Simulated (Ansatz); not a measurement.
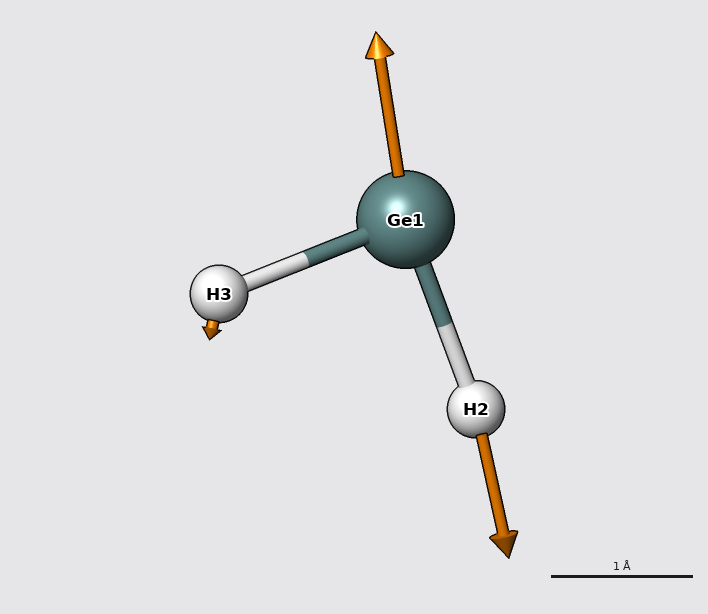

Arrows show the forces on the atoms, 0.6 Å of arrow for 1 eV/Å; forces under a tenth of the largest aren't drawn. Level of theory: r2SCAN-D4/def2-TZVPP (Ansatz 0.2.0).

Question: On which atom is the force largest, and how large is it?

Answer: On Ge1: 1.78 eV/Å.

Question: Which bond do the forces act along most?

Answer: Ge1–H2, now 1.496 Å: the forces push its atoms apart, so a first step downhill lengthens it.

List the force components in the frame of the picture (x right, y up, z towards the viewer), in eV/Å.

```csv
atom,Fx,Fy,Fz
Ge1,−0.27,1.73,0.33
H2,0.33,−1.48,−0.33
H3,−0.05,−0.25,0.00
```
